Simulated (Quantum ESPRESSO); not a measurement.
# La2Fe2S2O3: parallel and opposed starts, part 2 of 2

Wanted: the moments of La2Fe2S2O3 and the energy of each order that was tried.

Quantum ESPRESSO 7.5; PBE with U = 4.5 eV on Fe d (ortho-atomic projectors); plane waves with GBRV 1.5 PBE potentials, no spin-orbit coupling.

So far, absolute magnetization (μB): step 2 (start 1: ferro ++) 8.04.

## (3) Run 2 (antiferro +−)

pw.in reads:

```
&CONTROL
  calculation = 'scf'
  prefix = 'pwscf'
  outdir = './tmp'
  pseudo_dir = './pseudo'
  disk_io = 'nowf'
/
&SYSTEM
  ibrav = 0
  celldm(1) = 8
  nat = 9
  ntyp = 5
  ecutwfc = 40
  ecutrho = 280
  nbnd = 55
  occupations = 'smearing'
  smearing = 'fd'
  degauss = 0.00367493
  nspin = 2
  starting_magnetization(1) = 0
  starting_magnetization(2) = 0.25
  starting_magnetization(3) = -0.25
  starting_magnetization(4) = 0
  starting_magnetization(5) = 0
/
&ELECTRONS
  conv_thr = 1.8d-08
  electron_maxstep = 150
  mixing_beta = 0.3
/
ATOMIC_SPECIES
La    138.9055 la_pbe_v1.uspp.F.UPF
Fe1    55.8450 fe_pbe_v1.5.uspp.F.UPF
Fe2    55.8450 fe_pbe_v1.5.uspp.F.UPF
S      32.0600 s_pbe_v1.4.uspp.F.UPF
O      15.9990 o_pbe_v1.2.uspp.F.UPF
CELL_PARAMETERS alat
  -0.4780716549912    0.4780716549912    2.1477261805371
   0.4780716549912   -0.4780716549912    2.1477261805371
   0.4780716549912    0.4780716549912   -2.1477261805371
ATOMIC_POSITIONS crystal
La      0.1818010000    0.1818010000    0.0000000000
La      0.8181990000    0.8181990000    0.0000000000
Fe1     0.5000000000    0.0000000000    0.5000000000
Fe2     0.0000000000    0.5000000000    0.5000000000
S       0.4049150000    0.4049150000    0.0000000000
S       0.5950850000    0.5950850000    0.0000000000
O       0.7500000000    0.2500000000    0.5000000000
O       0.2500000000    0.7500000000    0.5000000000
O       0.0000000000    0.0000000000    0.0000000000
K_POINTS automatic
8 8 8 0 0 0
HUBBARD {ortho-atomic}
U Fe1-3d 4.5000
U Fe2-3d 4.5000
```

On the command line:

```console
OMP_NUM_THREADS=1 mpirun -n 4 pw.x -nk 4 -in pw.in > pw.out
```

Output:

```text
[banner, memory and clock lines left out]
Program PWSCF v.7.5 starts

     Message from routine setup:
     using ibrav=0 with symmetry is DISCOURAGED, use correct ibrav instead

     bravais-lattice index     =            0
     lattice parameter (alat)  =       8.0000  a.u.
     unit-cell volume          =    1005.2981 (a.u.)^3
     number of atoms/cell      =            9
     number of atomic types    =            5
     number of electrons       =        84.00
     number of Kohn-Sham states=           55
     kinetic-energy cutoff     =      40.0000  Ry
     charge density cutoff     =     280.0000  Ry
     scf convergence threshold =      1.8E-08
     mixing beta               =       0.3000
     number of iterations used =            8  plain     mixing
     Exchange-correlation= SLA  PW   PBE  PBE
                           (   1   4   3   4   0   0   0)
     Hubbard projectors: ortho-atomic
     Hubbard parameters of DFT+U (Dudarev formulation) in eV:
     U(Fe1-3d) =  4.5000
     U(Fe2-3d) =  4.5000

     Internal variables: lda_plus_u =T, lda_plus_u_kind = 0

     Internal variables: orbital_resolved =F, hub_pot_fix =F, apply_U = F

     celldm(1)=   8.000000  celldm(2)=   0.000000  celldm(3)=   0.000000
     celldm(4)=   0.000000  celldm(5)=   0.000000  celldm(6)=   0.000000

     crystal axes: (cart. coord. in units of alat)
               a(1) = (  -0.478072   0.478072   2.147726 )
               a(2) = (   0.478072  -0.478072   2.147726 )
               a(3) = (   0.478072   0.478072  -2.147726 )

     reciprocal axes: (cart. coord. in units 2 pi/alat)
               b(1) = ( -0.000000  1.045868  0.232804 )
               b(2) = (  1.045868 -0.000000  0.232804 )
               b(3) = (  1.045868  1.045868  0.000000 )

     PseudoPot. # 1 for La read from file:
     la_pbe_v1.uspp.F.UPF
     Pseudo is Ultrasoft + core correction, Zval = 11.0

     PseudoPot. # 2 for Fe read from file:
     fe_pbe_v1.5.uspp.F.UPF
     Pseudo is Ultrasoft + core correction, Zval = 16.0

     PseudoPot. # 3 for Fe read from file:
     fe_pbe_v1.5.uspp.F.UPF
     Pseudo is Ultrasoft + core correction, Zval = 16.0

     PseudoPot. # 4 for S  read from file:
     s_pbe_v1.4.uspp.F.UPF
     Pseudo is Ultrasoft + core correction, Zval =  6.0

     PseudoPot. # 5 for O  read from file:
     o_pbe_v1.2.uspp.F.UPF
     Pseudo is Ultrasoft + core correction, Zval =  6.0

     atomic species   valence    mass     pseudopotential
     La               11.00   138.90550     La( 1.00)
     Fe1              16.00    55.84500     Fe( 1.00)
     Fe2              16.00    55.84500     Fe( 1.00)
     S                 6.00    32.06000     S ( 1.00)
     O                 6.00    15.99900     O ( 1.00)

     Starting magnetic structure
     atomic species   magnetization
     La              0.000
     Fe1             0.250
     Fe2            -0.250
     S               0.000
     O               0.000

      8 Sym. Ops., with inversion, found

   Cartesian axes

     site n.     atom                  positions (alat units)
         1        La     tau(   1) = (  -0.0000000  -0.0000000   0.7809175  )
         2        La     tau(   2) = (   0.0000000   0.0000000   3.5145348  )
         3        Fe1    tau(   3) = (   0.0000000   0.4780717   0.0000000  )
         4        Fe2    tau(   4) = (   0.4780717   0.0000000   0.0000000  )
         5        S      tau(   5) = (   0.0000000   0.0000000   1.7392931  )
         6        S      tau(   6) = (   0.0000000   0.0000000   2.5561593  )
         7        O      tau(   7) = (   0.0000000   0.4780717   1.0738631  )
         8        O      tau(   8) = (   0.4780717   0.0000000   1.0738631  )
         9        O      tau(   9) = (   0.0000000   0.0000000   0.0000000  )

     number of k points=    95  Fermi-Dirac smearing, width (Ry)=  0.0037
                       cart. coord. in units 2pi/alat
        k(    1) = (   0.0000000   0.0000000   0.0000000), wk =   0.0019531
        k(    2) = (   0.1307335   0.1307335   0.0000000), wk =   0.0078125
        k(    3) = (   0.2614671   0.2614671   0.0000000), wk =   0.0078125
        k(    4) = (   0.3922006   0.3922006   0.0000000), wk =   0.0078125
        k(    5) = (  -0.5229342  -0.5229342   0.0000000), wk =   0.0039062
        [... 90 further k-points ...]

     Dense  grid:    79499 G-vectors     FFT dimensions: (  96,  96,  96)

     Smooth grid:    34457 G-vectors     FFT dimensions: (  75,  75,  75)

     Check: negative core charge=   -0.000017
     Generating pointlists ...
     new r_m :   0.2313 (alat units)  1.8503 (a.u.) for type    1
     new r_m :   0.1972 (alat units)  1.5776 (a.u.) for type    2
     new r_m :   0.1972 (alat units)  1.5776 (a.u.) for type    3
     new r_m :   0.2594 (alat units)  2.0750 (a.u.) for type    4
     new r_m :   0.1972 (alat units)  1.5776 (a.u.) for type    5

     Initial potential from superposition of free atoms

     starting charge      81.9358, renormalised to      84.0000

     negative rho (up, down):  7.151E-02 7.151E-02

     STARTING HUBBARD OCCUPATIONS:

     =================== HUBBARD OCCUPATIONS ===================
     ------------------------ ATOM    3 ------------------------
     Tr[ns(  3)] (up, down, total) =   5.00000  0.00000  5.00000
     Atomic magnetic moment for atom   3 =   5.00000
     [... lines left out ...]
     ------------------------ ATOM    4 ------------------------
     Tr[ns(  4)] (up, down, total) =   0.00000  5.00000  5.00000
     Atomic magnetic moment for atom   4 =  -5.00000
     [... lines left out ...]
     Number of occupied Hubbard levels =   10.0000

     Atomic wfc used for Hubbard projectors are orthogonalized

     Starting wfcs are   86 randomized atomic wfcs

     Self-consistent Calculation

     iteration #  1     ecut=    40.00 Ry     beta= 0.30
     Davidson diagonalization with overlap
     ethr =  1.00E-02,  avg # of iterations =  4.5

     =================== HUBBARD OCCUPATIONS ===================
     ------------------------ ATOM    3 ------------------------
     Tr[ns(  3)] (up, down, total) =   4.95964  3.60894  8.56858
     Atomic magnetic moment for atom   3 =   1.35069
     [... lines left out ...]
     ------------------------ ATOM    4 ------------------------
     Tr[ns(  4)] (up, down, total) =   3.60958  4.95962  8.56920
     Atomic magnetic moment for atom   4 =  -1.35004
     [... lines left out ...]
     Number of occupied Hubbard levels =   17.1378

     negative rho (up, down):  6.950E-02 6.950E-02

     total energy              =    -838.23210687 Ry
     estimated scf accuracy    <      30.94419785 Ry

     total magnetization       =     0.00 Bohr mag/cell
     absolute magnetization    =     3.28 Bohr mag/cell

     iteration #  2     ecut=    40.00 Ry     beta= 0.30
     Davidson diagonalization with overlap
     ethr =  1.00E-02,  avg # of iterations =  7.8

     negative rho (up, down):  2.838E-04 2.566E-04

     total energy              =    -826.00911556 Ry
     estimated scf accuracy    <     533.48263886 Ry

     total magnetization       =    -0.04 Bohr mag/cell
     absolute magnetization    =     0.21 Bohr mag/cell

     [... further iterations left out ...]

     iteration # 23     ecut=    40.00 Ry     beta= 0.30
     Davidson diagonalization with overlap
     ethr =  4.58E-11,  avg # of iterations =  4.6

     negative rho (up, down):  4.930E-02 4.930E-02

     total energy              =    -851.62792049 Ry
     estimated scf accuracy    <       0.00000003 Ry

     total magnetization       =    -0.00 Bohr mag/cell
     absolute magnetization    =     7.61 Bohr mag/cell

     iteration # 24     ecut=    40.00 Ry     beta= 0.30
     Davidson diagonalization with overlap
     ethr =  4.05E-11,  avg # of iterations =  4.1

     negative rho (up, down):  4.930E-02 4.930E-02

     Magnetic moment per site  (integrated on atomic sphere of radius R)
     atom   1 (R=0.231)  charge=  6.1991  magn= -0.0000
     atom   2 (R=0.231)  charge=  6.1991  magn= -0.0000
     atom   3 (R=0.197)  charge= 13.2432  magn=  3.3288
     atom   4 (R=0.197)  charge= 13.2432  magn= -3.3288
     atom   5 (R=0.259)  charge=  4.7941  magn= -0.0000
     atom   6 (R=0.259)  charge=  4.7941  magn= -0.0000
     atom   7 (R=0.197)  charge=  5.5606  magn=  0.0000
     atom   8 (R=0.197)  charge=  5.5606  magn=  0.0000
     atom   9 (R=0.197)  charge=  5.5864  magn= -0.0000

     End of self-consistent calculation

     =================== HUBBARD OCCUPATIONS ===================
     ------------------------ ATOM    3 ------------------------
     Tr[ns(  3)] (up, down, total) =   4.91439  1.24202  6.15641
     Atomic magnetic moment for atom   3 =   3.67237
     [... lines left out ...]
     ------------------------ ATOM    4 ------------------------
     Tr[ns(  4)] (up, down, total) =   1.24204  4.91439  6.15643
     Atomic magnetic moment for atom   4 =  -3.67236
     [... lines left out ...]
     Number of occupied Hubbard levels =   12.3128

     Number of k-points >= 100: set verbosity='high' to print the bands.

     the Fermi energy is    11.6090 ev

!    total energy              =    -851.62792051 Ry
     estimated scf accuracy    <          1.8E-09 Ry
     smearing contrib. (-TS)   =      -0.00000000 Ry
     internal energy E=F+TS    =    -851.62792051 Ry

     The total energy is F=E-TS. E is the sum of the following terms:
     one-electron contribution =    -500.14537216 Ry
     hartree contribution      =     293.69720644 Ry
     xc contribution           =    -196.47529501 Ry
     ewald contribution        =    -448.83785978 Ry
     Hubbard energy            =       0.13339999 Ry

     total magnetization       =     0.00 Bohr mag/cell
     absolute magnetization    =     7.61 Bohr mag/cell

     convergence has been achieved in  24 iterations
```

It took 25 min on 4 MPI ranks of Intel Xeon 6975P-C (Granite Rapids), shared host; peak memory 2.4 GiB.

Spin moment in the atom's sphere by atom:

```tsv
atom	spin moment in the atom's sphere (μB)
La1	0.00
La2	0.00
Fe3	3.33
Fe4	-3.33
S5	0.00
S6	0.00
O7	0.00
O8	0.00
O9	0.00
```

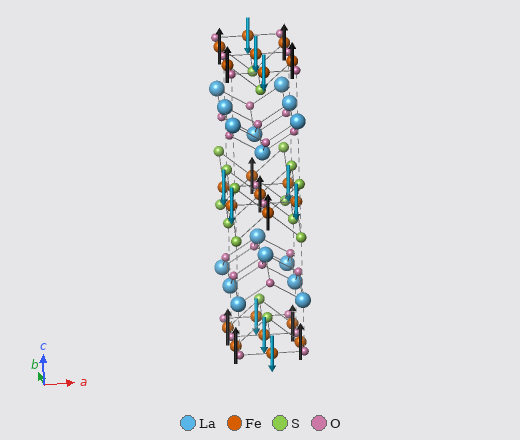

Spin moment in the atom's sphere as arrows, the longest 3.33 μB. Up and down stand for the sign. Arrows give size and sign along the axis of quantisation, drawn up and down the page. The two directions have two colours. 1×2×1 conventional cells are drawn. Some periodic images of atoms are drawn too.

Numbers from this step:

```
smearing term TS       : 2.40e-12 eV
magnetization          : 0 μB
absolute magnetization : 7.606 μB
final state            : antiferromagnetic
```

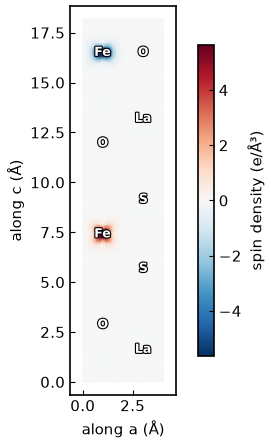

Spin density in the ac plane of the conventional cell at fractional y = 0.000, with atoms of La and Fe and S and O within 0.2 Å of it. The map starts off the cell's origin, so that atoms lie inside it.

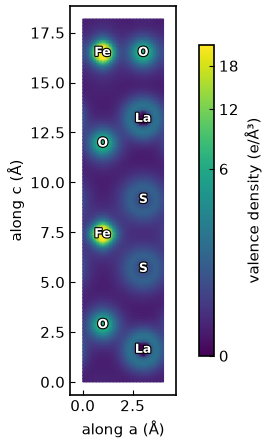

Valence density in the ac plane of the conventional cell at fractional y = 0.000, with atoms of La and Fe and S and O within 0.2 Å of it. It is the smooth field of the valence electrons, not physical close to the nuclei. The map starts off the cell's origin, so that atoms lie inside it. The colour scale is stretched toward low values.

## (4) Start 3: no spin polarisation

pw.in: that of step 3 with these lines changed.

```diff
@@ -11,3 +11,3 @@
   nat = 9
-  ntyp = 5
+  ntyp = 4
   ecutwfc = 40
@@ -18,8 +18,2 @@
   degauss = 0.00367493
-  nspin = 2
-  starting_magnetization(1) = 0
-  starting_magnetization(2) = 0.25
-  starting_magnetization(3) = -0.25
-  starting_magnetization(4) = 0
-  starting_magnetization(5) = 0
 /
@@ -32,4 +26,3 @@
 La    138.9055 la_pbe_v1.uspp.F.UPF
-Fe1    55.8450 fe_pbe_v1.5.uspp.F.UPF
-Fe2    55.8450 fe_pbe_v1.5.uspp.F.UPF
+Fe     55.8450 fe_pbe_v1.5.uspp.F.UPF
 S      32.0600 s_pbe_v1.4.uspp.F.UPF
@@ -43,4 +36,4 @@
 La      0.8181990000    0.8181990000    0.0000000000
-Fe1     0.5000000000    0.0000000000    0.5000000000
-Fe2     0.0000000000    0.5000000000    0.5000000000
+Fe      0.5000000000    0.0000000000    0.5000000000
+Fe      0.0000000000    0.5000000000    0.5000000000
 S       0.4049150000    0.4049150000    0.0000000000
@@ -53,3 +46,2 @@
 HUBBARD {ortho-atomic}
-U Fe1-3d 4.5000
-U Fe2-3d 4.5000
+U Fe-3d 4.5000
```

Output:

```text
     [... lines left out ...]
Program PWSCF v.7.5 starts
     [... lines left out ...]
     number of atoms/cell      =            9
     [... lines left out ...]
     number of electrons       =        84.00
     number of Kohn-Sham states=           55
     kinetic-energy cutoff     =      40.0000  Ry
     charge density cutoff     =     280.0000  Ry
     scf convergence threshold =      1.8E-08
     [... lines left out ...]
     16 Sym. Ops., with inversion, found
     [... lines left out ...]
     number of k points=    59  Fermi-Dirac smearing, width (Ry)=  0.0037
     [... lines left out ...]
     iteration # 54     ecut=    40.00 Ry     beta= 0.30
     [... lines left out ...]
[key lines of the parts left out:]
total energy              =    -851.03599944 Ry
```

The job ended after 13 min (4 MPI ranks; peak memory 1.6 GiB).

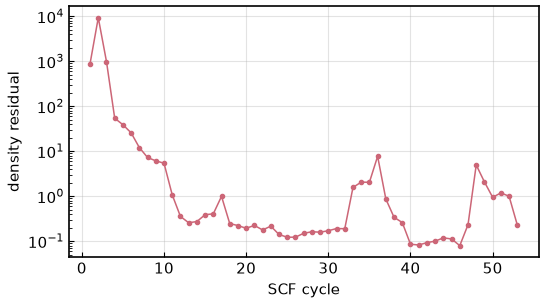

Residual by cycle in this run.

The run was cut off at its time limit.

After 53 cycles the residual stands at 0.23.

## (5) The states side by side

An order is kept where moments of 0.15 μB or more survive with the typed signs; meshes match where a doubled cell samples the same k points as the first cell.

Orders:

```tsv
start	final state	typed order kept	energy over the lowest (meV a seeded atom)	largest site moment (μB)	net moment (μB a cell of the first run)	mesh matched	CPU time (s)
ferro ++	ferromagnetic	yes	60	3.357	8	yes	4485
antiferro +-	antiferromagnetic	yes	0	3.329	0	yes	5938
```

## (6) Occupations of the corrected shells in the lowest state

Occupations of the Hubbard shells:

```tsv
block	type	shell	spin	electrons	occupation numbers
3	Fe1	3d	up	4.914	0.975 0.979 0.981 0.987 0.992
3	Fe1	3d	down	1.242	0.036 0.041 0.085 0.134 0.946
4	Fe2	3d	up	1.242	0.036 0.041 0.085 0.134 0.946
4	Fe2	3d	down	4.914	0.975 0.979 0.981 0.987 0.992
```

## (7) What came out

| Item | Value |
| --- | --- |
| lowest state found | antiferromagnetic (from antiferro +-) |
| largest site moment | 3.33 μB |
| next state with moments | ferromagnetic, 60.0 meV a seeded atom higher |

In words: This is the lowest of 2 collinear or spinless starts, no proof of the ground state. 1 further start did not converge. A computed site moment is spin alone and hangs on the region that is counted: the program's spheres do not touch and miss the tail of the moment. Measured moments hold any orbital part as well, and belong to the order of the sample, which need not be the order of this run.

Computed beside measured:

| quantity | measured | in the sphere | projected shell |
| --- | --- | --- | --- |
| moment (Fe) (μB) | 2.32 | 3.33 (+43.5 %) | 3.67 (+58.3 %) |

Measured values from arxiv:1801.00342 (2018).

How well it matches: For the moment, of the levels listed nearest comes in the sphere (+43.5 %) and farthest projected shell (+58.3 %). No cell relaxation is part of this session.

[Logs and program files are shortened in this print: banners, set-up blocks, solver, clock and traceback lines can be left out without a mark of their own.]

[Logs are printed without paths, hosts, clocks, repeated set-up lines and the standing remarks that a program may print on its own settings, such as how far it seeks lower states.]

[Hosts, paths, dates, database ids (printed as entryN), source tags and the programs' standing remarks are cut or masked in the printed files.]

[Where a cell is said to come from a database of computed structures, the database is the Materials Project.]
